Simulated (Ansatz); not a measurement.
# Geometry relaxation, with input and output: CH₅ClGe

System: CH₅ClGe.
Method: RKS PBE/def2-SVP (Ansatz 0.2.0).

The input holds or restrains some coordinates. It belongs to a series of runs on one base structure; here: pulled along the bonds that form and break, towards end B. Figures and captions count atoms from 1; the log counts them from 0 in places.

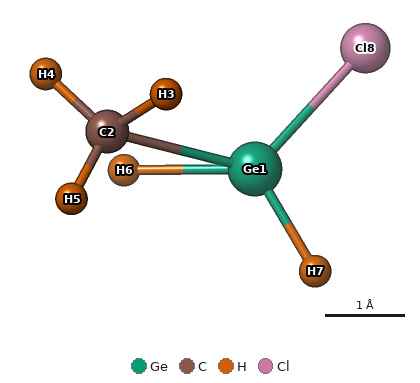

**Figure 1.** The input geometry (ball-and-stick view, seen at a tilt; atoms are numbered from 1 in the order of the input). Sticks mark near contacts. Bond lengths as drawn: Cl–Ge 2.22 Å, C–Ge 2.16 Å, C–H 1.11 Å and Ge–H 1.55 to 1.75 Å.

Key numbers:

| quantity | value |
| --- | --- |
| outcome | converged under the restraints of the input |
| total energy | −70132.4547 eV |
| mean-field energy | −70132.4547 eV |
| largest force (length of the vector) at the end, held atoms and coordinates included | 0.135 eV/Å |
| hardware | 2 threads of Intel Xeon (Granite Rapids), 32 GiB of memory available, shared host |
| wall time | 8.5 s (CPU time 16 s) |
| peak memory | 0.15 GiB |

The input:
```yaml
crystal:
  periodic: [false, false, false]
  atoms:
    - { symbol: Ge, position_ang: [0.0, 0.0, 0.0] }
    - { symbol: C, position_ang: [1.2381, 0.0, 1.7699] }
    - { symbol: H, position_ang: [0.2385, -0.3092, 2.1404] }
    - { symbol: H, position_ang: [2.0057, -0.7111, 2.1404] }
    - { symbol: H, position_ang: [1.4701, 1.0203, 2.1404] }
    - { symbol: H, position_ang: [1.7201, 0.0, 0.3225] }
    - { symbol: H, position_ang: [-0.73, 1.2648, -0.5162] }
    - { symbol: Cl, position_ang: [-1.0456, -1.8115, -0.7393] }
basis:
  gaussian: { orbitals: def2-SVP }
hamiltonian:
  xc: pbe
relax:
  f_tol: 0.15
  max_steps: 25
  restrain:
    - { distance: [1, 5], at: 1.11, k: 30.0 }
    - { distance: [0, 1], at: 3.16, k: 30.0 }
    - { distance: [0, 5], at: 2.75, k: 30.0 }
output:
  orbitals: {}
```

Launched with:
```bash
ansatz run input.yaml --threads 2 --pin off --max-ram 3072MiB --backend cpu --events-out ev --progress --plain --runs-dir out
```

Log:
```
The last accepted step is kept in [file] (removed where the run ends without a failure and the disk answers)
Engine: ansatz 0.2.0, x86_64-unknown-linux-gnu
Functional definition: PBE
  parameter kappa = 0.804
  parameter beta = 0.06672455060314922
  exchange = pbe_x(kappa = kappa, mu = beta*pi^2/3)
  correlation = pbe_c(beta = beta)
994 factors; their error is unknown
mean field evaluation 1: about -70119.4817 eV, gradient 6.1e1 eV
mean field evaluation 2: about -70091.2742 eV, gradient 1.0e2 eV
mean field evaluation 4: about -70127.6410 eV, gradient 1.6e1 eV
mean field evaluation 8: about -70128.7499 eV, gradient 2.0e-1 eV
mean field evaluation 16: about -70128.6944 eV, gradient 7.1e-4 eV
mean field -70128.69439221 eV, -2577.1819839772 hartree, gradient 4.8e-5 eV, S^2 0.000000; 1 other end points of the search recorded, 0 dependent functions left out
the calculation of the forces begins
reference -70128.69442456 eV, -2577.1819851663 hartree; 30, 30 occupied and 59, 59 virtual orbitals, 994 factors
relax step   1: F+E_penalty+E_count = -70128.69439221 eV  Δ(F+E_penalty+E_count) = +0.000e0 eV  max|allowed force component| = 2.791e0 eV/Å  E_restraint = 32.58916054 eV  max|allowed force component, restraints' pulls added| = 4.389e1 eV/Å  Δτ_max = 0.0000 Å  (40 SCF iters, accepted)
  distance C 1 - H 5 = 1.5255 Å
  distance Ge 0 - C 1 = 2.1600 Å
  distance Ge 0 - H 5 = 1.7501 Å
these checks for a lower state are left out or cut short: starts, cluster_reference, orbital_swaps, neighbouring_geometries, increment
994 factors; their error is unknown
mean field -70127.93692017 eV, -2577.1541473932 hartree, gradient 2.3e-5 eV, S^2 0.000000; 0 other end points of the search recorded, 0 dependent functions left out
[... from here on the field's lines of each further geometry are left out, up to the last ...]
relax step   2: F+E_penalty+E_count = -70127.93692017 eV  Δ(F+E_penalty+E_count) = +7.575e-1 eV  max|allowed force component| = 4.478e0 eV/Å  E_restraint = 18.56241542 eV  max|allowed force component, restraints' pulls added| = 2.999e1 eV/Å  Δτ_max = 0.1949 Å  (38 SCF iters, accepted)
relax step   3: F+E_penalty+E_count = -70127.91717132 eV  Δ(F+E_penalty+E_count) = +1.975e-2 eV  max|allowed force component| = 5.375e0 eV/Å  E_restraint = 8.19684740 eV  max|allowed force component, restraints' pulls added| = 1.712e1 eV/Å  Δτ_max = 0.1948 Å  (47 SCF iters, accepted)
relax step   4: F+E_penalty+E_count = -70128.91634016 eV  Δ(F+E_penalty+E_count) = -9.992e-1 eV  max|allowed force component| = 6.059e0 eV/Å  E_restraint = 1.43337867 eV  max|allowed force component, restraints' pulls added| = 7.679e0 eV/Å  Δτ_max = 0.1943 Å  (31 SCF iters, accepted)
relax step   5: F+E_penalty+E_count = -70130.62616398 eV  Δ(F+E_penalty+E_count) = -1.710e0 eV  max|allowed force component| = 4.474e0 eV/Å  E_restraint = 0.08351107 eV  max|allowed force component, restraints' pulls added| = 3.077e0 eV/Å  Δτ_max = 0.1946 Å  (35 SCF iters, accepted)
relax step   6: F+E_penalty+E_count = -70131.67095348 eV  Δ(F+E_penalty+E_count) = -1.045e0 eV  max|allowed force component| = 2.170e0 eV/Å  E_restraint = 0.00920999 eV  max|allowed force component, restraints' pulls added| = 2.613e0 eV/Å  Δτ_max = 0.1948 Å  (33 SCF iters, accepted)
relax step   7: F+E_penalty+E_count = -70132.20854407 eV  Δ(F+E_penalty+E_count) = -5.376e-1 eV  max|allowed force component| = 8.988e-1 eV/Å  E_restraint = 0.06821893 eV  max|allowed force component, restraints' pulls added| = 2.850e0 eV/Å  Δτ_max = 0.1946 Å  (28 SCF iters, accepted)
relax step   8: F+E_penalty+E_count = -70132.38384338 eV  Δ(F+E_penalty+E_count) = -1.753e-1 eV  max|allowed force component| = 6.421e-1 eV/Å  E_restraint = 0.01886928 eV  max|allowed force component, restraints' pulls added| = 1.808e0 eV/Å  Δτ_max = 0.1919 Å  (28 SCF iters, accepted)
relax step   9: F+E_penalty+E_count = -70132.44495825 eV  Δ(F+E_penalty+E_count) = -6.111e-2 eV  max|allowed force component| = 2.293e-1 eV/Å  E_restraint = 0.00112449 eV  max|allowed force component, restraints' pulls added| = 3.667e-1 eV/Å  Δτ_max = 0.2000 Å  (26 SCF iters, accepted)
relax step  10: F+E_penalty+E_count = -70132.45199839 eV  Δ(F+E_penalty+E_count) = -7.040e-3 eV  max|allowed force component| = 1.745e-1 eV/Å  E_restraint = 0.00044129 eV  max|allowed force component, restraints' pulls added| = 2.434e-1 eV/Å  Δτ_max = 0.0838 Å  (28 SCF iters, accepted)
the calculation of the forces begins
reference -70132.45474421 eV, -2577.3201743644 hartree; 30, 30 occupied and 59, 59 virtual orbitals, 994 factors
relax step  11: F+E_penalty+E_count = -70132.45471047 eV  Δ(F+E_penalty+E_count) = -2.712e-3 eV  max|allowed force component| = 1.173e-1 eV/Å  E_restraint = 0.00023604 eV  max|allowed force component, restraints' pulls added| = 1.352e-1 eV/Å  Δτ_max = 0.0368 Å  (27 SCF iters, accepted)
  distance C 1 - H 5 = 1.1092 Å
  distance Ge 0 - C 1 = 3.1638 Å
  distance Ge 0 - H 5 = 2.7506 Å
```

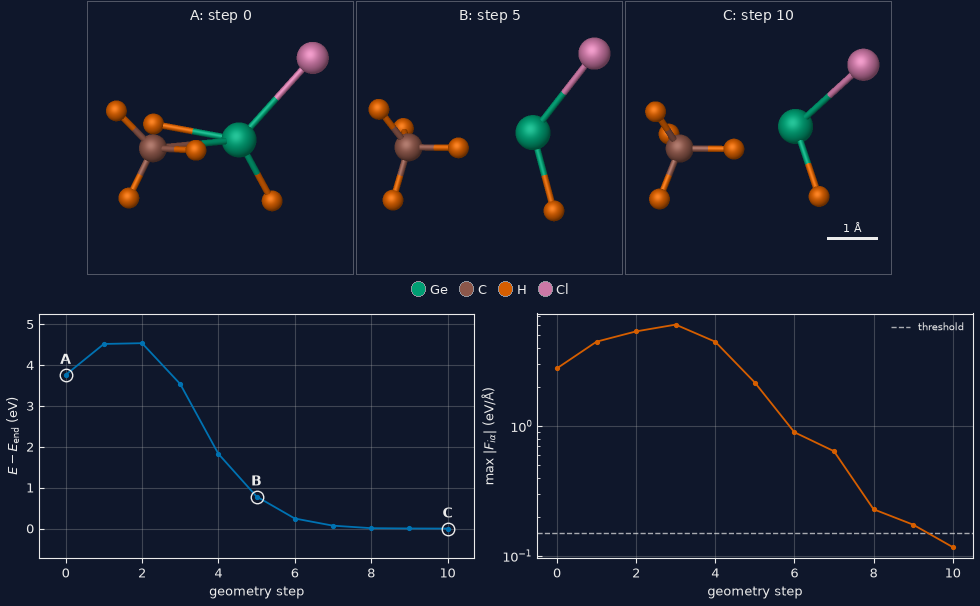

**Figure 2.** Frames of the restrained relaxation (ball-and-stick view, seen at a tilt) above the curves, on which the letters mark them (the first geometry is step 0 here and step 1 in the log).

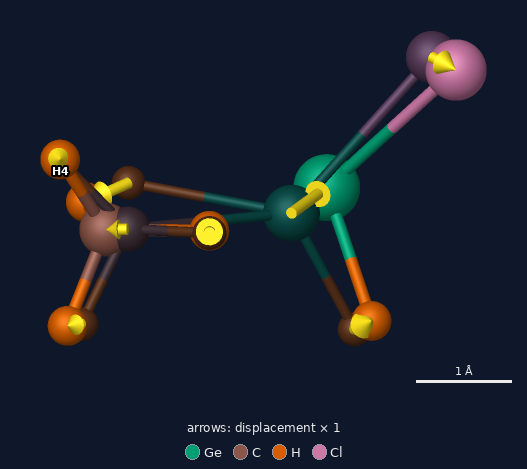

**Figure 3.** Start (faint) and end (solid) with the displacements as yellow arrows, at true length (ball-and-stick view, seen at a tilt). The two geometries are laid on each other by the best rigid fit. After 10 geometry steps the energy has fallen by 3.760 eV. Largest force component: 2.8 eV/Å at the start, 0.12 eV/Å at the end. Ge1 moves most after the best rigid fit: 0.98 Å. By element the largest moves are Ge 0.98 Å, H 0.60 Å, Cl 0.35 Å, C 0.23 Å. Among the contacts that change: Ge1–C2 2.160 → 3.164 Å, Ge1–H6 1.750 → 2.751 Å, C2–H6 1.526 → 1.109 Å, Ge1–H7 1.549 → 1.617 Å. New bonds form: C2–H6 (1.53 → 1.11 Å). Bonds break: Ge1–C2 (2.16 → 3.16 Å), Ge1–H6 (1.75 → 2.75 Å). Among the angles that change: H7–Ge1–Cl8 109.5° → 94.6°. (Atoms are counted from 1 in the order of the input.)

```
994 factors; their error is unknown
mean field -70132.45471047 eV, -2577.3201731247 hartree, gradient 7.7e-6 eV, S^2 0.000000; 1 other end points of the search recorded, 0 dependent functions left out
the calculation of the forces begins
reference -70132.45474421 eV, -2577.3201743644 hartree; 30, 30 occupied and 59, 59 virtual orbitals, 994 factors
Total energy: -70132.45474421 eV, -2577.3201743644 hartree
Atom 0 at    -0.076398    -0.027949    -0.969720 Å, force     0.064170    -0.019805    -0.117265 eV/Å
Atom 1 at     1.473064     0.045702     1.787747 Å, force     0.012872    -0.020570     0.046917 eV/Å
Atom 2 at     0.390029    -0.159268     1.656090 Å, force     0.028764    -0.012569    -0.018632 eV/Å
Atom 3 at     1.918309    -0.792168     2.356160 Å, force    -0.000098     0.011176     0.008900 eV/Å
Atom 4 at     1.584262     0.994850     2.343406 Å, force     0.005243     0.001238     0.010057 eV/Å
Atom 5 at     2.007219     0.128732     0.819146 Å, force    -0.049210     0.004357    -0.008110 eV/Å
Atom 6 at    -0.995565     1.026062    -0.158515 Å, force    -0.048092     0.049509     0.043631 eV/Å
Atom 7 at    -1.404019    -1.762661    -0.576214 Å, force    -0.013651    -0.013336     0.034501 eV/Å
Dipole moment:     0.304442     0.266762     0.086547 e Å
```

Trajectory as extended XYZ (Å, eV, eV/Å), 11 frames, from step=1 to step=11:
```
8
Properties=species:S:1:pos:R:3:forces:R:3 step=1 energy=-70128.69439
Ge    0.0000    0.0000    0.0000    2.7914   0.0937  -1.9968
C     1.2381    0.0000    1.7699   -2.0486   0.2569   2.2969
H     0.2385   -0.3092    2.1404    0.6276  -0.0935   1.6357
H     2.0057   -0.7111    2.1404   -0.1204  -0.2471  -0.8880
H     1.4701    1.0203    2.1404   -0.3215  -0.0343  -0.2429
H     1.7201    0.0000    0.3225   -1.4240  -0.1523  -2.2303
H    -0.7300    1.2648   -0.5162    0.1923  -0.1453   0.6971
Cl   -1.0456   -1.8115   -0.7393    0.3033   0.3219   0.7283
8
Properties=species:S:1:pos:R:3:forces:R:3 step=2 energy=-70127.93692
Ge   -0.1537   -0.0002   -0.1199    4.4783  -0.4814  -0.8363
C     1.2952    0.0011    1.8092   -2.4795   0.5651  -0.1697
H     0.2496   -0.3080    2.1473    1.0646   0.0891   0.3284
H     2.0134   -0.7180    2.1402    0.8199  -1.0364   0.0401
H     1.4716    1.0243    2.1419    0.0603   0.4131   0.1011
H     1.8056   -0.0009    0.3952   -2.5898  -0.0685  -0.2987
H    -0.7351    1.2724   -0.5166   -0.8070   1.3675   0.4453
Cl   -1.0497   -1.8174   -0.7393   -0.5468  -0.8485   0.3899
8
Properties=species:S:1:pos:R:3:forces:R:3 step=3 energy=-70127.91717
Ge   -0.2952   -0.0065   -0.2537    5.3753  -1.0660  -0.5540
C     1.3696    0.0058    1.8266   -0.2720   0.7367  -3.1657
H     0.2643   -0.3051    2.1392    1.7175   0.2401  -1.3603
H     2.0262   -0.7300    2.1460    1.8164  -1.6242   2.0245
H     1.4756    1.0298    2.1444    0.6564   0.7845   0.7926
H     1.8632   -0.0007    0.5086   -2.3190   0.0554   4.1591
H    -0.7473    1.2920   -0.5144   -3.7769   4.2837  -0.8130
Cl   -1.0596   -1.8319   -0.7386   -3.1978  -3.4102  -1.0833
8
Properties=species:S:1:pos:R:3:forces:R:3 step=4 energy=-70128.91634
Ge   -0.4091   -0.0170   -0.4108    6.0592  -0.1104  -0.0051
C     1.4820    0.0149    1.8178   -2.9306   0.7257  -2.6061
H     0.2971   -0.2993    2.1023    2.6910   0.4427  -1.4789
H     2.0578   -0.7524    2.1893    1.9579  -1.7985   2.3682
H     1.4913    1.0408    2.1596    0.8533   0.6032   0.8371
H     1.9163    0.0027    0.6951   -1.8942   0.1247   2.0605
H    -0.8173    1.3505   -0.5318   -3.5344   3.4575  -0.3643
Cl   -1.1212   -1.8869   -0.7633   -3.2023  -3.4450  -0.8113
8
Properties=species:S:1:pos:R:3:forces:R:3 step=5 energy=-70130.62616
Ge   -0.3880   -0.0112   -0.6042    4.4741  -0.0215  -1.0152
C     1.5049    0.0216    1.8440   -1.4393  -0.5498  -0.6005
H     0.3901   -0.2835    2.0617    1.4593   0.1593  -1.1072
H     2.0971   -0.7922    2.2653    0.4813   0.1585   1.2344
H     1.5172    1.0574    2.1908    0.8060   0.2142   0.7439
H     1.9351    0.0093    0.8046   -1.1691   0.0876   0.1646
H    -0.9380    1.4075   -0.5280   -2.5165   1.3840   0.4814
Cl   -1.2216   -1.9556   -0.7761   -2.0959  -1.4325   0.0986
8
Properties=species:S:1:pos:R:3:forces:R:3 step=6 energy=-70131.67095
Ge   -0.2865   -0.0057   -0.7704    2.1698   0.2348  -0.9494
C     1.4993    0.0133    1.8639   -0.2185   0.0879  -0.6051
H     0.4297   -0.2840    2.0173    0.2655  -0.1086  -0.6915
H     2.1053   -0.7769    2.3168    0.3139   0.1420   0.9890
H     1.5497    1.0551    2.2244    0.5532  -0.1409   0.5171
H     1.9474    0.0080    0.8377   -0.9317   0.0633  -0.0529
H    -1.0469    1.4000   -0.4836   -1.1687  -0.2123   0.4663
Cl   -1.3012   -1.9565   -0.7481   -0.9836  -0.0662   0.3265
8
Properties=species:S:1:pos:R:3:forces:R:3 step=7 energy=-70132.20854
Ge   -0.1481    0.0143   -0.9057    0.0182   0.2622  -0.1939
C     1.4970    0.0087    1.8616    0.4168   0.2831  -0.7879
H     0.4332   -0.2860    1.9325   -0.0630  -0.1633  -0.4966
H     2.0884   -0.7567    2.3750    0.1710   0.0480   0.7777
H     1.5628    1.0462    2.2399    0.3179  -0.1868   0.3630
H     2.0009    0.0037    0.8503   -0.8988   0.0442   0.1859
H    -1.1641    1.2808   -0.4081    0.0934  -0.7699   0.0151
Cl   -1.3731   -1.8579   -0.6874   -0.0556   0.4825   0.1368
8
Properties=species:S:1:pos:R:3:forces:R:3 step=8 energy=-70132.38384
Ge   -0.0781    0.0314   -0.9175   -0.4501   0.1900  -0.0226
C     1.5121    0.0157    1.8414    0.2359  -0.0358  -0.6289
H     0.4319   -0.2657    1.8004    0.2663  -0.0298  -0.2446
H     2.0443   -0.7522    2.4300   -0.0407   0.1106   0.3393
H     1.5785    1.0334    2.2655    0.1477  -0.0680   0.2036
H     2.0509    0.0164    0.8473   -0.6421   0.0386   0.3949
H    -1.2241    1.1051   -0.3595    0.3887  -0.2566  -0.0619
Cl   -1.4186   -1.7308   -0.6495    0.0943   0.0510   0.0201
8
Properties=species:S:1:pos:R:3:forces:R:3 step=9 energy=-70132.44496
Ge   -0.0852    0.0023   -0.9361    0.1335  -0.0609  -0.2293
C     1.4955    0.0365    1.8058    0.0094  -0.0157  -0.0654
H     0.4119   -0.1878    1.6851    0.1029  -0.0083  -0.0197
H     1.9523   -0.7748    2.4045   -0.0349   0.0509   0.0460
H     1.5969    1.0144    2.3126    0.0208  -0.0422   0.0331
H     2.0291    0.0756    0.8315   -0.1140   0.0152   0.0607
H    -1.0944    1.0330   -0.2255   -0.0819   0.1391   0.1333
Cl   -1.4093   -1.7459   -0.6198   -0.0358  -0.0781   0.0413
8
Properties=species:S:1:pos:R:3:forces:R:3 step=10 energy=-70132.45200
Ge   -0.0817   -0.0176   -0.9558    0.1065  -0.0563  -0.1745
C     1.4821    0.0443    1.7946    0.0039  -0.0306   0.0024
H     0.3982   -0.1657    1.6668    0.0578  -0.0059  -0.0143
H     1.9282   -0.7835    2.3778   -0.0111   0.0289   0.0203
H     1.5925    1.0059    2.3288    0.0084  -0.0136   0.0171
H     2.0159    0.1051    0.8233   -0.0673   0.0099   0.0179
H    -1.0292    1.0252   -0.1734   -0.0797   0.0898   0.0912
Cl   -1.4092   -1.7605   -0.6039   -0.0185  -0.0221   0.0400
8
Properties=species:S:1:pos:R:3:forces:R:3 step=11 energy=-70132.45471
Ge   -0.0764   -0.0279   -0.9697    0.0642  -0.0198  -0.1173
C     1.4731    0.0457    1.7877    0.0129  -0.0206   0.0469
H     0.3900   -0.1593    1.6561    0.0288  -0.0126  -0.0186
H     1.9183   -0.7922    2.3562   -0.0001   0.0112   0.0089
H     1.5843    0.9949    2.3434    0.0052   0.0012   0.0101
H     2.0072    0.1287    0.8191   -0.0492   0.0044  -0.0081
H    -0.9956    1.0261   -0.1585   -0.0481   0.0495   0.0436
Cl   -1.4040   -1.7627   -0.5762   -0.0137  -0.0133   0.0345
```

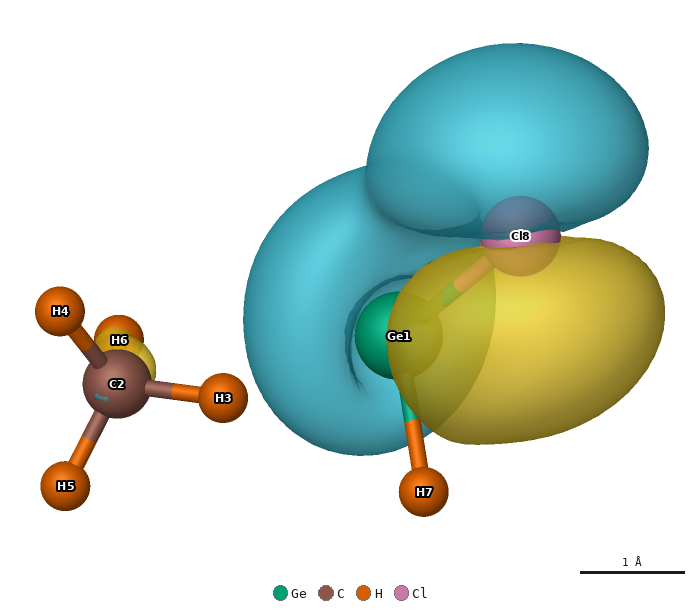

**Figure 4.** The HOMO−1 at ±0.08 Å⁻³ᐟ² (yellow and cyan are the two phases), seen at a tilt. By Hirshfeld shares it lies mainly on Cl8 (75 %) and Ge1 (20 %). Its energy is −7.52 eV.

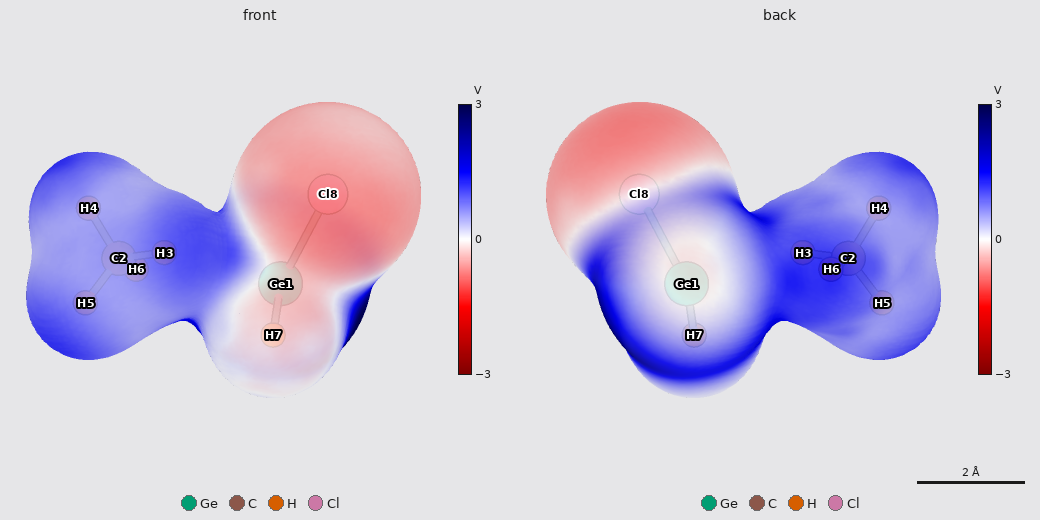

**Figure 5.** The molecular electrostatic potential painted on the density surface at 0.004 e/bohr³, seen face on and from behind; red is negative and blue positive.

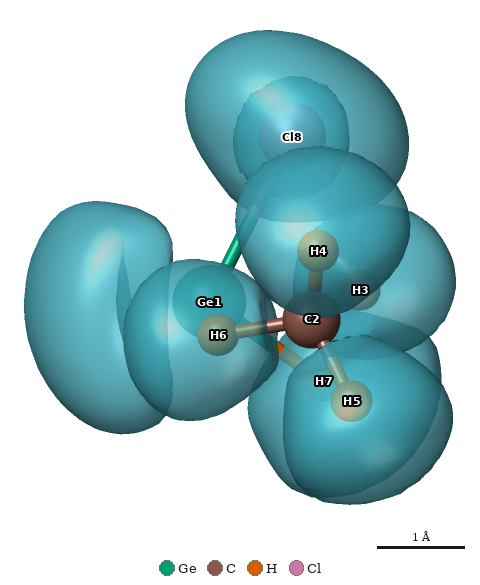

**Figure 6.** Isosurface of the ELF at 0.75 (cyan), seen at an oblique angle. Only the valence region is drawn (cores and ρ < 0.01 e/Å³ removed). Profiles from the grid: C2···Ge1 (3.16 Å): the ELF is only about 0.05 between them. Ge–Cl (2.22 Å): the ELF peaks at about 0.80 in the valence shell of Cl, 0.8 Å from its nucleus, and is about 0.55 at the midpoint.
